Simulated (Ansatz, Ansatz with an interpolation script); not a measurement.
# Settings in Wannier-interpolated G0W0: YPO4 (I4_1/amd)

Aim: vary the Wannier model and the GW settings for YPO4 (I4_1/amd) and see what the interpolated bands lose.

Program: Ansatz 0.2.0. Level of theory: maximally localised Wannier functions, LDA, plane waves, PAW; PAW set soft_1. Results are calculated unless marked as measured.

The database entry behind the starting cell differs from later determinations by our own check (impure mineral, about 0.2 % long), so it need not match the best structure at ambient conditions.

**1. The starting structure**

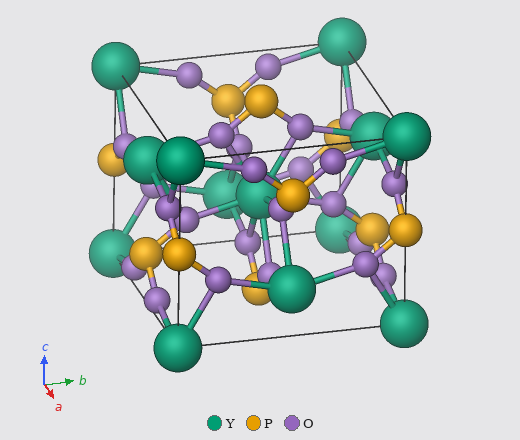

Start, viewed slightly off an axis; yttrium teal, phosphorus orange, oxygen purple. This picture shows the conventional cell, with its axes. Some periodic images of atoms are drawn too.

Structure file:

```
Y P O
1.0
    -3.44735    3.44735    3.01380
     3.44735   -3.44735    3.01380
     3.44735    3.44735   -3.01380
Y P O
2 2 8
Direct
  0.75000 0.25000 0.50000
  0.00000 0.00000 0.00000
  0.50000 0.50000 0.00000
  0.25000 0.75000 0.50000
  0.16610 0.34080 0.82530
  0.09080 0.76550 0.67470
  0.51550 0.34080 0.17470
  0.09080 0.41610 0.32530
  0.58390 0.90920 0.67470
  0.65920 0.83390 0.17470
  0.23450 0.90920 0.32530
  0.65920 0.48450 0.82530
```

The cell and positions come from the Crystallography Open Database and are kept as given unless a step says otherwise.

**2. Wannier model on 8×8×8**

Localised functions give a small Hamiltonian that interpolates between mesh points at no cost.

The input, input.yaml:

```yaml
crystal:
  lattice:
    - [-3.44735, 3.44735, 3.0138]
    - [3.44735, -3.44735, 3.0138]
    - [3.44735, 3.44735, -3.0138]
  atoms:
    - { symbol: "Y", position: [0.75, 0.25, 0.5] }
    - { symbol: "Y", position: [0.0, 0.0, 0.0] }
    - { symbol: P, position: [0.5, 0.5, 0.0] }
    - { symbol: P, position: [0.25, 0.75, 0.5] }
    - { symbol: O, position: [0.1661, 0.3408, 0.8253] }
    - { symbol: O, position: [0.0908, 0.7655, 0.6747] }
    - { symbol: O, position: [0.5155, 0.3408, 0.1747] }
    - { symbol: O, position: [0.0908, 0.4161, 0.3253] }
    - { symbol: O, position: [0.5839, 0.9092, 0.6747] }
    - { symbol: O, position: [0.6592, 0.8339, 0.1747] }
    - { symbol: O, position: [0.2345, 0.9092, 0.3253] }
    - { symbol: O, position: [0.6592, 0.4845, 0.8253] }
kpoints:
  mp_grid: { grid: [4, 4, 4] }
hamiltonian:
  xc: lda
  pseudopotentials: { kind: paw, azcp: { folder: soft_1 }, xc_functional: pbe }
scf:
  occupations: { method: fixed }
  n_extra_bands: 76
output:
  wannier:
    kmesh: [8, 8, 8]
    projections: [{ species: O, l: p, shell: 2 }, { species: "Y", l: d, shell: 4 }]
    minimise: true
    write_hr: true
    seedname: w
    conv_tol: 1.0e-06
    max_iter: 20000
    stability_check: false
    disentanglement:
      window: [2.35, 19.6]
      frozen_window: [2.35, 12.71]
      conv_tol: 1.0e-08
```

Launch:

```sh
$ ansatz run input.yaml --threads 2 --pin off --max-ram 92160MiB --backend cuda --events-out ev --progress --plain --runs-dir out --devices 1 --max-vram 13GiB
```

Numbers of over 12 decimals in the logs are rounded to 6 here.

Log:

```text
scf.n_extra_bands = 76 over 40 filled bands (N_el = 80.0): the run solves 116 bands
GPUs: using 1 of 1 available (devices: 1).
Engine: ansatz 0.2.0, x86_64-unknown-linux-gnu
Pseudopotentials: kind: paw
Pseudopotential: Y, paw, valence charge 11, recommended cutoff 420 eV (normal), soft_1/Y.paw.azcp
Pseudopotential: P, paw, valence charge 5, recommended cutoff 420 eV (normal), soft_1/P.paw.azcp
Pseudopotential: O, paw, valence charge 6, recommended cutoff 420 eV (normal), soft_1/O.paw.azcp
Functional definition: SPW92
  exchange = slater_x
  correlation = pw_c
device memory: the entry about to start is reckoned to put 3.2 GiB on a device that reports 63.6 GiB free (of which the cap on the GPU budget leaves the run 13.0 GiB)
GPU FFT provider: cuFFT
GPU libraries: cuBLAS 13.8.2, cuFFT 12.4.0, cuSOLVER 12.3.4
Crystal: 12 atoms, lattice volume = 143.267 Å³
Basis set: ecut = 420 eV, 2783 PW (Γ)
Bands: 116, of which v1, the nominal top of the filled ones, is band 40 counted from 1 (39 counted from 0)
Symmetry: 16 space group operations
Space group: I41/amd (ITA 141), of the structure as read, at distance tolerance 5.2e-5 Å
k-points: 13 of 64
Non-local potential: Y, projectors of the file, l = 0: 3, l = 1: 2, l = 2: 2, l = 3: 1
Non-local potential: P, projectors of the file, l = 0: 2, l = 1: 2, l = 2: 1
Non-local potential: O, projectors of the file, l = 0: 2, l = 1: 2, l = 2: 1
PAW form: soft (Blöchl's): semilocal exchange-correlation on the pseudo side does not see the compensation charge
PAW frozen core: Y, regenerated for the run's functional, and the local potential with it (the file was generated under x = pbe(κ = 0.804, μ = 0.219515), c = pbe(β = 0.066725))
PAW frozen core: P, regenerated for the run's functional, and the local potential with it (the file was generated under x = pbe(κ = 0.804, μ = 0.219515), c = pbe(β = 0.066725))
PAW frozen core: O, regenerated for the run's functional, and the local potential with it (the file was generated under x = pbe(κ = 0.804, μ = 0.219515), c = pbe(β = 0.066725))
PAW one-centre angular grid: Y, 590 points (default); XC on 64 Gauss nodes
PAW one-centre angular grid: P, 110 points (default); XC on 64 Gauss nodes
PAW one-centre angular grid: O, 110 points (default); XC on 64 Gauss nodes
Initial density: superposition of atomic densities (chi_scale 0.1, normalization cell, long waves kept (reshape's long-wave potential 0.02 eV rms))
Initial wavefunctions: pseudopotential atomic-orbital guess
GPU buffer pool allocated for 64000 grid points (all kernels)
GPU transforms: local potential and band sums: pruned to the plane-wave sphere, on 40×40×40
Functional: x = slater, c = lda
[...]
SCF iter   6: F=—  HF=-13402.785665 eV  |F-HF|=—  |Δ(HF+E_count)|=   1.09e-4  Δρ=1.24e-4  dr2=1.17e-5  ethr=6.55e-7  ⟨swp⟩=2.1  Hψ=1117  notcnv=0  defer=961
SCF iter   7: F=—  HF=-13402.785615 eV  |F-HF|=—  |Δ(HF+E_count)|=   4.97e-5  Δρ=1.21e-5  dr2=1.47e-7  ethr=1.47e-8  ⟨swp⟩=2.3  Hψ=1653  notcnv=0  defer=959
SCF iter   8: F=-13402.785615 eV  HF=-13402.785615 eV  |F-HF|=1.54e-9  |Δ(HF+E_count)|=   1.22e-8  Δρ=2.09e-6  dr2=4.36e-9  ethr=1.25e-10  ⟨swp⟩=13.8  Hψ=12751  notcnv=0
SCF 1 converged in 8 iterations: F = -13402.785615 eV  dr2 = 4.36e-9
[...]
device memory: the entry about to start is reckoned to put 3.8 GiB (of the 3.9 GiB reckoned in all, the device holds 0.1 GiB already) on a device that reports 62.3 GiB free (of which the cap on the GPU budget leaves the run 12.9 GiB)
NSCF: frozen V_eff on 13 k-points
[...]
device memory: the entry about to start is reckoned to put 3.1 GiB on a device that reports 61.4 GiB free (of which the cap on the GPU budget leaves the run 13.0 GiB)
NSCF: frozen V_eff on 63 k-points
the Wannier pass solved 63 of the 512 points of its mesh, and has the states at the others by symmetry: states obtained by the crystal's operations at points that were solved too leave a residual of 4.23e-13 eV (read by the count's bands and the next), within 6.67e-6 eV
SCF converged after 8 iterations
Free energy (F): -13402.785615 eV
Harris-Foulkes:  -13402.785615 eV  (|F-HF|=1.54e-9)
Internal energy: -13402.785615 eV  (E = F + TS)
E sigma→0 (E₀):  -13402.785615 eV
Fermi energy:    6.404288 eV
--- Per-component energies (eV) ---
  E_band       = -318.723760
  E_kinetic    = 2148.466639
  E_local      = -4214.071611  (includes V_loc(G=0)·N_el)
  E_nonlocal   = 555.382053
  E_hartree    = 1459.462413
  E_xc         = -1070.952708
  E_vxc        = -1268.959876  (∫ρ·V_xc dr)
  E_paw        = -7704.846790  (= ΣΔE_a)
  E_vpaw       = -458.473828  (= ΣTr[D̂ρ^β])
  E_aug_tail   = 0.006581  (compensation charges beyond the density's cutoff)
  E_ewald      = -4577.901437
  E_core_change = 1.669245  (= ΣΔE_core)
  E_smearing   = -0.000000  (= −TS)
  E_closure    = 0.000000  (closes the sum)
  Σ components = -13402.785615   (vs F -13402.785615, Δ=0.00e0)
--- Band table (eV; the first three rows and the last of 13) ---
  k-point 0: bands = [... 36 lower, 5.8856, 5.8856, 5.8966, 6.4043, 12.4128, 12.4662, 13.3190, 13.5618, ... 72 higher]
  k-point 1: bands = [... 36 lower, 5.8139, 5.8392, 5.8934, 6.2191, 12.2490, 12.8155, 13.0550, 13.4186, ... 72 higher]
  k-point 2: bands = [... 36 lower, 5.6504, 5.6504, 5.9375, 5.9375, 12.3120, 12.3120, 13.3872, 13.3872, ... 72 higher]
  k-point 12: bands = [... 36 lower, 5.3503, 5.3503, 5.7079, 5.7079, 13.0593, 13.0593, 13.6120, 13.6120, ... 72 higher]
Wannier search: line search 1 of at most 20000: gauge-dependent spread (as the search counts it) 16.4799427 Å², largest recent change 5.8e0 Å² against conv_tol 1.0e-6 Å², 0 stops escaped
Wannier search: line search 100 of at most 20000: gauge-dependent spread (as the search counts it) 7.3974358 Å², largest recent change 1.8e-2 Å² against conv_tol 1.0e-6 Å², 0 stops escaped
Wannier search: line search 200 of at most 20000: gauge-dependent spread (as the search counts it) 7.0855138 Å², largest recent change 9.4e-5 Å² against conv_tol 1.0e-6 Å², 0 stops escaped
```

Elapsed: 62 s, on 1 × NVIDIA H100 80GB HBM3 (shared by 6 runs) with 2 threads of AMD EPYC 7R13 (Zen 3), shared host; peak memory 2.4 GiB.

In the SCF lines HF is the Harris–Foulkes energy and dr2 the Hartree energy of the density residual, in eV; the loop may stop once dr2 is under the threshold and the program's other checks hold. Hψ counts applications of the Hamiltonian.

Numbers from this step:

```
gauge-invariant spread     : 60.32 Å²
diagonal spread            : 0.01733 Å²
off-diagonal spread        : 7.067 Å²
total spread               : 67.41 Å²
least projectability       : 0.01388
localisation steps         : 284
disentanglement steps      : 320
r.m.s. interpolation error : 9.69e-4 eV
r.m.s. error near the gap  : 0.001219 eV
```

Near the gap the model misses directly solved bands by 1.2 meV r.m.s. and by 26 meV at most in the window tested. This tests the starting bands, not the corrections carried with them.

**3. Wannier model on 4×4×4**

Changes to input.yaml since step 2:

```diff
@@ -28,3 +28,3 @@
   wannier:
-    kmesh: [8, 8, 8]
+    kmesh: [4, 4, 4]
     projections: [{ species: O, l: p, shell: 2 }, { species: "Y", l: d, shell: 4 }]
```

Log:

```text
[...]
GPUs: using 1 of 1 available (devices: 1).
[...]
GPU FFT provider: cuFFT
GPU libraries: cuBLAS 13.8.2, cuFFT 12.4.0, cuSOLVER 12.3.4
Crystal: 12 atoms, lattice volume = 143.267 Å³
Basis set: ecut = 420 eV, 2783 PW (Γ)
Bands: 116, of which v1, the nominal top of the filled ones, is band 40 counted from 1 (39 counted from 0)
Symmetry: 16 space group operations
[...]
k-points: 13 of 64
[...]
GPU buffer pool allocated for 64000 grid points (all kernels)
[...]
SCF iter   1: F=—  HF=-13407.369648 eV  |F-HF|=—  |Δ(HF+E_count)|=         —  Δρ=8.38e-2  dr2=1.42e1  ethr=3.10e-3  ⟨swp⟩=4.4  Hψ=5483  notcnv=0  defer=934
[...]
SCF iter   8: F=-13402.785615 eV  HF=-13402.785615 eV  |F-HF|=1.54e-9  |Δ(HF+E_count)|=   1.22e-8  Δρ=2.09e-6  dr2=4.36e-9  ethr=1.25e-10  ⟨swp⟩=13.8  Hψ=12751  notcnv=0
SCF 1 converged in 8 iterations: F = -13402.785615 eV  dr2 = 4.36e-9
[...]
NSCF: frozen V_eff on 13 k-points
[...]
SCF converged after 8 iterations
Free energy (F): -13402.785615 eV
[...]
Internal energy: -13402.785615 eV  (E = F + TS)
E sigma→0 (E₀):  -13402.785615 eV
Fermi energy:    6.404288 eV
[...]
--- Band table (eV; the first three rows and the last of 13) ---
  k-point 0: bands = [... 36 lower, 5.8856, 5.8856, 5.8966, 6.4043, 12.4128, 12.4662, 13.3190, 13.5618, ... 72 higher]
  k-point 1: bands = [... 36 lower, 5.8139, 5.8392, 5.8934, 6.2191, 12.2490, 12.8155, 13.0550, 13.4186, ... 72 higher]
  k-point 2: bands = [... 36 lower, 5.6504, 5.6504, 5.9375, 5.9375, 12.3120, 12.3120, 13.3872, 13.3872, ... 72 higher]
  k-point 12: bands = [... 36 lower, 5.3503, 5.3503, 5.7079, 5.7079, 13.0593, 13.0593, 13.6120, 13.6120, ... 72 higher]
[...]
```

Run time: 8.4 s. Hardware: 1 × NVIDIA H100 80GB HBM3 (shared by 6 runs) with 2 threads; peak memory 1.1 GiB.

This step gave:

| Property | Result |
| --- | --- |
| gauge-invariant spread | 55.95 Å² |
| diagonal spread | 0.01550 Å² |
| off-diagonal spread | 6.933 Å² |
| total spread | 62.89 Å² |
| least projectability | 0.01354 |
| localisation steps | 84 |
| disentanglement steps | 94 |
| r.m.s. interpolation error | 0.003192 eV |
| r.m.s. error near the gap | 0.003383 eV |

Near the gap the model misses directly solved bands by 3.4 meV r.m.s. and by 69 meV at most in the window tested. This tests the starting bands, not the corrections carried with them.

Frozen up to 6.30 eV; above it the model need not follow the bands. Electronic bands along the path, in eV, zero at the valence-band top; v1 is the highest filled band, c1 the lowest empty one:

| point | v4 | v3 | v2 | v1 | c1 | c2 | c3 | c4 |
| --- | --- | --- | --- | --- | --- | --- | --- | --- |
| Γ | -0.52 | -0.52 | -0.51 | 0.00 | 6.01 | 6.06 | 6.91 | 7.21 |
| X | -0.75 | -0.75 | -0.47 | -0.47 | 5.91 | 5.91 | 6.99 | 6.99 |
| M | -1.05 | -1.05 | -0.70 | -0.70 | 6.66 | 6.66 | 7.21 | 7.21 |
| Γ | -0.52 | -0.52 | -0.51 | 0.00 | 6.01 | 6.06 | 6.91 | 7.21 |
| Z | -1.17 | -0.83 | -0.57 | -0.57 | 6.64 | 6.67 | 7.05 | 7.11 |
| jump to Z0 | -1.17 | -0.83 | -0.57 | -0.57 | 6.64 | 6.67 | 7.05 | 7.11 |
| M | -1.05 | -1.05 | -0.70 | -0.70 | 6.66 | 6.66 | 7.21 | 7.21 |
| jump to X | -0.75 | -0.75 | -0.47 | -0.47 | 5.91 | 5.91 | 6.99 | 6.99 |
| P | -0.96 | -0.96 | -0.46 | -0.46 | 6.00 | 6.00 | 7.14 | 7.14 |
| N | -0.84 | -0.80 | -0.20 | -0.15 | 6.21 | 6.40 | 6.93 | 7.11 |
| Γ | -0.52 | -0.52 | -0.51 | 0.00 | 6.01 | 6.06 | 6.91 | 7.21 |

The same for Kohn-Sham, solved directly:

```
point     v4     v3     v2     v1    c1    c2    c3    c4
    Γ  -0.52  -0.52  -0.51   0.00  6.01  6.06  6.91  7.16
    X  -0.75  -0.75  -0.47  -0.47  5.91  5.91  6.98  6.98
    M  -1.05  -1.05  -0.70  -0.70  6.66  6.66  7.21  7.21
    Γ  -0.52  -0.52  -0.51   0.00  6.01  6.06  6.91  7.16
    Z  -1.17  -0.83  -0.57  -0.57  6.64  6.67  7.06  7.07
   Z0  -1.17  -0.83  -0.57  -0.57  6.64  6.67  7.06  7.07
    M  -1.05  -1.05  -0.70  -0.70  6.66  6.66  7.21  7.21
    X  -0.75  -0.75  -0.47  -0.47  5.91  5.91  6.98  6.98
    P  -0.96  -0.96  -0.46  -0.46  6.00  6.00  7.09  7.09
    N  -0.84  -0.80  -0.20  -0.15  6.21  6.38  6.90  7.02
    Γ  -0.52  -0.52  -0.51   0.00  6.01  6.06  6.91  7.16
```

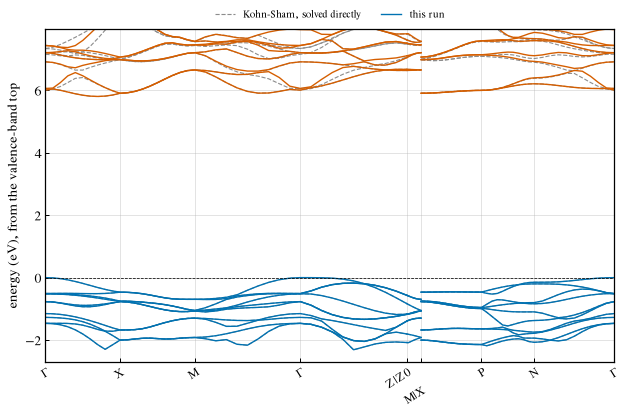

Electronic bands along the path; lines of filled and empty bands in two colours; dashed: Kohn-Sham, solved directly.

**4. A faulty Wannier input**

Changes to input.yaml since step 3:

```diff
@@ -37,4 +37,4 @@
     disentanglement:
-      window: [2.35, 19.6]
-      frozen_window: [2.35, 12.71]
+      window: [-4.06, 13.2]
+      frozen_window: [-4.06, 6.3]
       conv_tol: 1.0e-08
```

Log:

```text
scf.n_extra_bands = 76 over 40 filled bands (N_el = 80.0): the run solves 116 bands
GPUs: using 1 of 1 available (devices: 1).
Engine: ansatz 0.2.0, x86_64-unknown-linux-gnu
Pseudopotentials: kind: paw
Pseudopotential: Y, paw, valence charge 11, recommended cutoff 420 eV (normal), soft_1/Y.paw.azcp
Pseudopotential: P, paw, valence charge 5, recommended cutoff 420 eV (normal), soft_1/P.paw.azcp
Pseudopotential: O, paw, valence charge 6, recommended cutoff 420 eV (normal), soft_1/O.paw.azcp
Functional definition: SPW92
  exchange = slater_x
  correlation = pw_c
device memory: the entry about to start is reckoned to put 3.2 GiB on a device that reports 56.2 GiB free (of which the cap on the GPU budget leaves the run 13.0 GiB)
GPU FFT provider: cuFFT
GPU libraries: cuBLAS 13.8.2, cuFFT 12.4.0, cuSOLVER 12.3.4
Crystal: 12 atoms, lattice volume = 143.267 Å³
Basis set: ecut = 420 eV, 2783 PW (Γ)
Bands: 116, of which v1, the nominal top of the filled ones, is band 40 counted from 1 (39 counted from 0)
Symmetry: 16 space group operations
Space group: I41/amd (ITA 141), of the structure as read, at distance tolerance 5.2e-5 Å
k-points: 13 of 64
Non-local potential: Y, projectors of the file, l = 0: 3, l = 1: 2, l = 2: 2, l = 3: 1
Non-local potential: P, projectors of the file, l = 0: 2, l = 1: 2, l = 2: 1
Non-local potential: O, projectors of the file, l = 0: 2, l = 1: 2, l = 2: 1
PAW form: soft (Blöchl's): semilocal exchange-correlation on the pseudo side does not see the compensation charge
[...]
NSCF: frozen V_eff on 13 k-points
[...]
device memory: the entry about to start is reckoned to put 2.7 GiB on a device that reports 55.6 GiB free (of which the cap on the GPU budget leaves the run 13.0 GiB)
NSCF: frozen V_eff on 17 k-points
the Wannier pass solved 17 of the 64 points of its mesh, and has the states at the others by symmetry: states obtained by the crystal's operations at points that were solved too leave a residual of 4.73e-13 eV (read by the count's bands and the next), within 8.33e-6 eV
SCF converged after 8 iterations
Free energy (F): -13402.785615 eV
Harris-Foulkes:  -13402.785615 eV  (|F-HF|=1.54e-9)
Internal energy: -13402.785615 eV  (E = F + TS)
E sigma→0 (E₀):  -13402.785615 eV
Fermi energy:    6.404288 eV
--- Per-component energies (eV) ---
  E_band       = -318.723760
  E_kinetic    = 2148.466639
  E_local      = -4214.071611  (includes V_loc(G=0)·N_el)
  E_nonlocal   = 555.382053
  E_hartree    = 1459.462413
  E_xc         = -1070.952708
  E_vxc        = -1268.959876  (∫ρ·V_xc dr)
  E_paw        = -7704.846790  (= ΣΔE_a)
  E_vpaw       = -458.473828  (= ΣTr[D̂ρ^β])
  E_aug_tail   = 0.006581  (compensation charges beyond the density's cutoff)
  E_ewald      = -4577.901437
  E_core_change = 1.669245  (= ΣΔE_core)
  E_smearing   = -0.000000  (= −TS)
  E_closure    = 0.000000  (closes the sum)
  Σ components = -13402.785615   (vs F -13402.785615, Δ=0.00e0)
--- Band table (eV; the first three rows and the last of 13) ---
  k-point 0: bands = [... 36 lower, 5.8856, 5.8856, 5.8966, 6.4043, 12.4128, 12.4662, 13.3190, 13.5618, ... 72 higher]
  k-point 1: bands = [... 36 lower, 5.8139, 5.8392, 5.8934, 6.2191, 12.2490, 12.8155, 13.0550, 13.4186, ... 72 higher]
  k-point 2: bands = [... 36 lower, 5.6504, 5.6504, 5.9375, 5.9375, 12.3120, 12.3120, 13.3872, 13.3872, ... 72 higher]
  k-point 12: bands = [... 36 lower, 5.3503, 5.3503, 5.7079, 5.7079, 13.0593, 13.0593, 13.6120, 13.6120, ... 72 higher]
```

The job ended after 7.8 s (1 × NVIDIA H100 80GB HBM3 (shared by 6 runs) with 2 threads; peak memory 1.1 GiB).

The self-consistent loop converged; the step after it was not made. The program's words: output.wannier: at mesh point 0 (counted from 0) output.wannier.disentanglement.window holds 26 states for 34 functions, beside 0 of inner shells that are left out. Raise the window's top, and output.wannier.disentanglement.top_band where it is typed. No Wannier file is written

The fault put into this input: windows typed from the Fermi level.

**5. G0W0: 4×4×4 mesh, 597 empty bands, screening to 150 eV, PAW set soft_1 files**

G0W0 replaces the xc potential by the self-energy, built once from these orbitals. Only a window of levels is corrected, while the sums run over the empty bands that the input names.

This step: G0W0 on LDA, plane waves, PAW; PAW set soft_1.

input.yaml, the sections that differ from step 4:

```yaml
scf:
  occupations: { method: fixed }
gw:
  n_empty_bands: 597
  ecut_chi: 150.0
  qp_bands: [v16, c2]
  screening: { model: contour_deformation }
# crystal, kpoints, hamiltonian: as in step 4
# output: removed
```

Log:

```text
GPUs: using 1 of 1 available (devices: 1).
[...]
GPU FFT provider: cuFFT
GPU libraries: cuBLAS 13.8.2, cuFFT 12.4.0, cuSOLVER 12.3.4
Crystal: 12 atoms, lattice volume = 143.267 Å³
Basis set: ecut = 420 eV, 2783 PW (Γ)
Bands: 52, of which v1, the nominal top of the filled ones, is band 40 counted from 1 (39 counted from 0)
Symmetry: 16 space group operations
[...]
k-points: 13 of 64
[...]
0    32      4.9379   -25.7435     4.4368   -20.0848  0.7805     3.6997     3.7161  root
[...]
12    39      5.7078   -26.3035     4.3478   -20.8007  0.7853     4.5396     4.5528  root
    12    40      5.7078   -26.3035     4.3478   -20.8007  0.7853     4.5396     4.5528  root
    12    41     13.0593    -9.7689    -4.8716   -16.3695  0.8223    14.8181    14.7883  root
    12    42     13.0593    -9.7689    -4.8716   -16.3695  0.8223    14.8181    14.7883  root
[key lines of the parts left out:]
SCF converged after 8 iterations
Free energy (F): -13402.785615 eV
Fermi energy:    6.404219 eV
```

Elapsed: 1.8 min, on 1 × NVIDIA H100 80GB HBM3 (shared by 6 runs) with 2 threads; peak memory 1.9 GiB.

The G0W0 gap on the mesh is 8.522 eV.

(Continued in part 2 of 2.)

[Paths, hosts, dates, memory and timing lines, banners, echoed tables and standing remarks are left out of the program output.]

[Logs are printed without paths, hosts, clocks, repeated set-up lines and the standing remarks that a program may print on its own settings, such as how far it seeks lower states.]

[Runs of the session that timed out or met a known fault of the program may be left out.]

[Hosts, paths, dates, database ids (printed as entryN), source tags and the programs' standing remarks are cut or masked in the printed files.]
